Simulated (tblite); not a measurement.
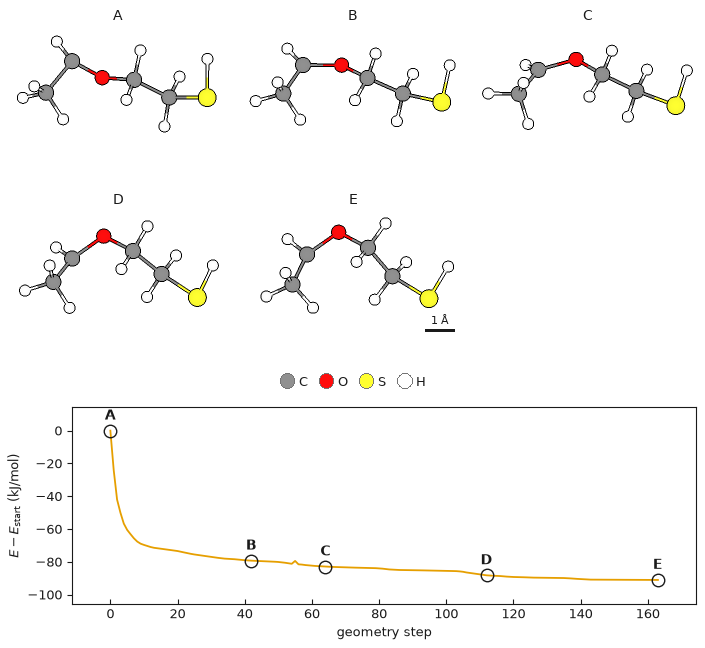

Frames of a relaxation of C4H9OS (multiplicity 2), marked on the history of the run. The picture is a ball-and-stick view, seen face on.

Theory: GFN2-xTB geometry optimisation, gas phase (tblite). 

Q: Describe the path.

A: The energy falls by 91.0 kJ/mol in 163 geometry steps. The atom that moves furthest after the best rigid fit is the O atom (1.09 Å). By element the largest moves are O 1.09 Å, H 0.96 Å, S 0.76 Å, C 0.68 Å. Near-neighbour distances that change, for instance: H–S 1.431 → 1.331 Å, C–H 1.115 → 1.075 Å, C–H 1.121 → 1.099 Å, C–S 1.840 → 1.821 Å. Bond angles that change, for instance: C–C–O 108.2° → 123.6°, C–O–C 108.0° → 118.5°, C–C–H 110.8° → 120.3°. Groups turn about C–O by about 105°. Cost: 0.66 s on 1 thread of Arm Neoverse V2, on a shared host. From step 0 to 42: an H atom moves most (0.51 Å), energy −79.3 kJ/mol. From step 42 to 64: an H atom moves most (0.67 Å), energy −3.56 kJ/mol. From step 64 to 112: an H atom moves most (0.55 Å), energy −5.37 kJ/mol. From step 112 to 163: an H atom moves most (0.38 Å), energy −2.82 kJ/mol.

| step | E − E(0), kJ/mol |
| --- | --- |
| 0 | 0.00 |
| 1 | -24.12 |
| 2 | -42.03 |
| 3 | -50.05 |
| 4 | -56.67 |
| 5 | -60.50 |
| 6 | -63.11 |
| 7 | -65.62 |
| 8 | -67.62 |
| 9 | -68.92 |
| 10 | -69.67 |
| 18 | -72.82 |
| 26 | -75.77 |
| 34 | -78.03 |
| 42 | -79.28 |
| 50 | -80.07 |
| 58 | -81.94 |
| 66 | -83.08 |
| 74 | -83.58 |
| 82 | -84.40 |
| 91 | -85.13 |
| 99 | -85.38 |
| 107 | -86.75 |
| 115 | -88.54 |
| 123 | -89.39 |
| 131 | -89.70 |
| 139 | -90.38 |
| 147 | -90.93 |
| 155 | -90.99 |
| 163 | -91.03 |
